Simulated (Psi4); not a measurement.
# InNH3 (SMILES [NH2][InH]) at UHF/STO-3G

Aim: the vertical doublet–quartet gap of InNH3 at UHF/STO-3G, from 2 runs. 

Program for the calculation: Psi4 1.11.

## (1) The system as given

InNH3: 5 atoms, total charge 0, spin state doublet. SMILES: `[NH2][InH]`. The coordinates come from a PBE0-D4/def2-TZVP relaxation. This is one conformer, not always the lowest.

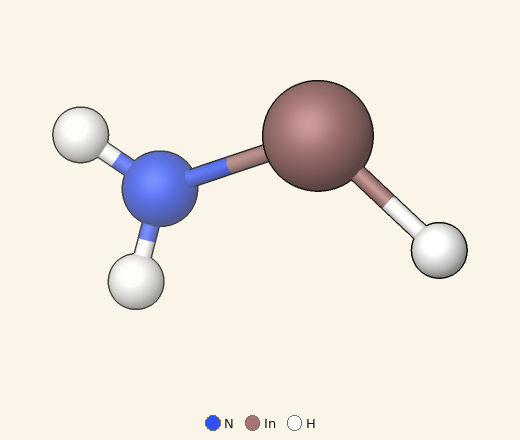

The structure, seen from a chosen angle (nitrogen blue, indium brown, hydrogen white).

## (2) The energy at UHF/STO-3G

Contents of input.json:

```json
{
 "schema_name": "qcschema_input",
 "schema_version": 1,
 "molecule": {
  "schema_name": "qcschema_molecule",
  "schema_version": 2,
  "symbols": ["N", "In", "H", "H", "H"],
  "geometry": [-0.565784, -1.39178329, 0.50021051, 1.59984214, 1.7884368, 0.55935893, -1.60022008, -1.81564886, -1.04823108, 0.03325918, -2.99634974, 1.33717021, 0.6272001, 4.27569433, -1.4269322],
  "molecular_charge": 0,
  "molecular_multiplicity": 2,
  "fix_symmetry": "c1"
 },
 "driver": "energy",
 "model": {
  "method": "hf",
  "basis": "STO-3G"
 },
 "keywords": {
  "reference": "uhf",
  "puream": true,
  "e_convergence": 1e-09,
  "d_convergence": 1e-08,
  "scf_type": "pk",
  "maxiter": 200,
  "scf_properties": ["DIPOLE", "WIBERG_LOWDIN_INDICES", "MULLIKEN_CHARGES"]
 }
}
```

On the command line:

```
$ psi4 --qcschema input.json -n 1 --memory 1600MB
```

stdout:

```text
[...]
  Running in c1 symmetry.
[...]
  Nuclear repulsion =  132.207843394579811
[...]
  Multiplicity = 2
[...]
  Nalpha       = 30
  Nbeta        = 29
[...]
    Number of basis functions: 35
[...]
   @UHF iter   1: -5737.82007006916865   -3.31821e+00   1.99766e-02 ADIIS/DIIS
[...]
   @UHF iter  14: -5738.31155831120850   -1.81899e-12   9.14311e-09 DIIS
[...]
   @S^2 Observed:                7.539365801E-01
[...]
    Orbital Energies [Eh]
    ---------------------
    Alpha Occupied:
       1A   -986.808433     2A   -145.946148     3A   -137.957238
       4A   -137.956744     5A   -137.955959     6A    -27.637238
       7A    -24.655738     8A    -24.653235     9A    -24.651120
      10A    -16.521866    11A    -16.521581    12A    -16.520269
      13A    -16.517089    14A    -16.516273    15A    -15.177444
      16A     -4.188311    17A     -3.008900    18A     -3.001464
      19A     -2.994033    20A     -0.981043    21A     -0.530652
      22A     -0.513935    23A     -0.505796    24A     -0.500104
      25A     -0.497526    26A     -0.485311    27A     -0.417134
      28A     -0.329500    29A     -0.254162    30A     -0.171000
    Alpha Virtual:
[...]
  @UHF Final Energy: -5738.31155831120850
   => Energetics <=
    Nuclear Repulsion Energy =            132.2078433945798110
    One-Electron Energy =               -8212.5870388022140105
    Two-Electron Energy =                2342.0676370964260968
    Total Energy =                      -5738.3115583112085005
  UHF NO Occupations:
  HONO-2 :   28  A 1.9992471
  HONO-1 :   29  A 1.9989459
[...]
 Multipole Moments:
 ------------------------------------------------------------------------------------
     Multipole            Electronic (a.u.)      Nuclear  (a.u.)        Total (a.u.)
 ------------------------------------------------------------------------------------
 L = 1.  Multiply by 2.5417464519 to convert [e a0] to [Debye]
 Dipole X            :          5.3654204           -4.7502529            0.6151675
 Dipole Y            :          5.5041934           -5.5879349           -0.0837415
 Dipole Z            :          1.7228903           -1.5904904            0.1323999
 Magnitude           :                                                    0.6348019
[...]
  Mulliken Charges: (a.u.)
   Center  Symbol    Alpha    Beta     Spin     Total
       1     N     3.80302  3.78965  0.01337 -0.59266
       2    IN    24.65029 23.77568  0.87461  0.57402
       3     H     0.44891  0.43711  0.01180  0.11398
       4     H     0.44146  0.44443 -0.00298  0.11411
       5     H     0.65632  0.55313  0.10319 -0.20945
   Total alpha = 30.00000, Total beta = 29.00000, Total charge = -0.00000
  Wiberg Bond Indices using Orthogonal Lowdin Orbitals:
  Total Bond Index:
[...]
```

The result, in JSON:

```text
{
 "driver": "energy",
 "model": {
  "method": "hf",
  "basis": "STO-3G"
 },
 "success": true,
 "return_result": -5738.3115583112085,
 "properties": {
  "calcinfo_nbasis": 35,
  "calcinfo_nmo": 35,
  "calcinfo_nalpha": 30,
  "calcinfo_nbeta": 29,
  "calcinfo_natom": 5,
  "nuclear_repulsion_energy": 132.2078433945798,
  "return_energy": -5738.3115583112085,
  "scf_one_electron_energy": -8212.587038802214,
  "scf_two_electron_energy": 2342.067637096426,
  "scf_dipole_moment": [0.6151675123994105, -0.08374147915507102, 0.13239993173266362],
  "scf_total_energy": -5738.3115583112085,
  "scf_iterations": 14
 }
}
```

It took 3.3 s on 1 thread of Intel Xeon Platinum 8488C (Sapphire Rapids), shared host; peak memory 0.18 GiB.

## (3) The quartet, same level

Contents of h3inn.in:

```
memory 1600 mb

molecule molecule1 {
  0 4
  N     -0.299400    -0.736500     0.264700
  In     0.846600     0.946400     0.296000
  H     -0.846800    -0.960800    -0.554700
  H      0.017600    -1.585600     0.707600
  H      0.331900     2.262600    -0.755100
  symmetry c1
  no_reorient
  no_com
}

set {
  basis         STO-3G
  reference     uhf
  puream        true
  e_convergence 1e-09
  d_convergence 1e-08
  scf_type      pk
  maxiter       200
}

result, w = energy('scf', return_wfn=True)
oeprop(w, 'LOWDIN_CHARGES', 'MULLIKEN_CHARGES', 'MAYER_INDICES')
```

On the command line:

```
$ psi4 -n 1 h3inn.in h3inn.out
```

h3inn.out, cut to the lines that bear on the results:

```text
[...]
  Running in c1 symmetry.
[...]
  Nuclear repulsion =  132.207843253907583
[...]
  Multiplicity = 4
[...]
  Nalpha       = 31
  Nbeta        = 28
[...]
    Number of basis functions: 35
[...]
   @UHF iter   1: -5737.87636278157788   -3.37450e+00   1.60276e-02 DIIS/ADIIS
[...]
   @UHF iter  15: -5738.17961173256117   -2.72848e-12   4.51361e-09 DIIS
[...]
   @S^2 Observed:                3.759769983E+00
[...]
  @UHF Final Energy: -5738.17961173256117
   => Energetics <=
    Nuclear Repulsion Energy =            132.2078432539075834
    One-Electron Energy =               -8215.3349029971013806
    Two-Electron Energy =                2344.9474480106332521
    Total Energy =                      -5738.1796117325611704
  UHF NO Occupations:
  HONO-2 :   29  A 1.0000000
  HONO-1 :   30  A 1.0000000
[...]
 Multipole Moments:
 ------------------------------------------------------------------------------------
     Multipole            Electronic (a.u.)      Nuclear  (a.u.)        Total (a.u.)
 ------------------------------------------------------------------------------------
 L = 1.  Multiply by 2.5417464519 to convert [e a0] to [Debye]
 Dipole X            :        -74.3268174           73.4920159           -0.8348015
 Dipole Y            :        -79.6260150           77.3546161           -2.2713989
 Dipole Z            :        -29.6427406           29.7720682            0.1293276
 Magnitude           :                                                    2.4234009
[...]
  Mulliken Charges: (a.u.)
   Center  Symbol    Alpha    Beta     Spin     Total
       1     N     4.21727  3.04997  1.16731 -0.26724
       2    IN    25.46755 23.49918  1.96837  0.03328
       3     H     0.35678  0.41882 -0.06204  0.22440
       4     H     0.34770  0.42438 -0.07668  0.22793
       5     H     0.61070  0.60766  0.00304 -0.21837
   Total alpha = 31.00000, Total beta = 28.00000, Total charge =  0.00000
  Lowdin Charges: (a.u.)
   Center  Symbol    Alpha    Beta     Spin     Total
       1     N     4.07433  2.94031  1.13403 -0.01464
[...]
```

Run time: 2.6 s. Hardware: 1 thread of Intel Xeon Platinum 8488C (Sapphire Rapids), shared host; peak memory 0.18 GiB.

## (4) Summary of results

At UHF/STO-3G:

| quantity | value |
| --- | --- |
| doublet: total energy | -5738.31156 Eh |
| doublet: dipole moment | 1.61 D |
| doublet: HOMO energy (highest over α and β) | -4.65 eV |
| doublet: LUMO energy (lowest over α and β) | 5.68 eV |
| doublet: ⟨S²⟩ | 0.754 |
| quartet: total energy | -5738.17961 Eh |
| quartet: dipole moment | 6.16 D |
| quartet: HOMO energy (highest over α and β) | -0.89 eV |
| quartet: LUMO energy (lowest over α and β) | 4.47 eV |
| quartet: ⟨S²⟩ | 3.760 |
| vertical energy of the quartet above the doublet | 3.590 eV |

In words: At this shape the quartet lies 3.59 eV (346 kJ/mol) above the doublet. In a minimal basis such a difference can be off by several eV, whatever the method. Mulliken charges (doublet) run from -0.59 on N1 to +0.57 on In2. Relativity is left out (doublet) although the molecule holds a heavy atom. Mulliken charges (quartet) run from -0.27 on N1 to +0.23 on H4; they depend strongly on the basis. Relativity is left out (quartet) although the molecule holds a heavy atom.
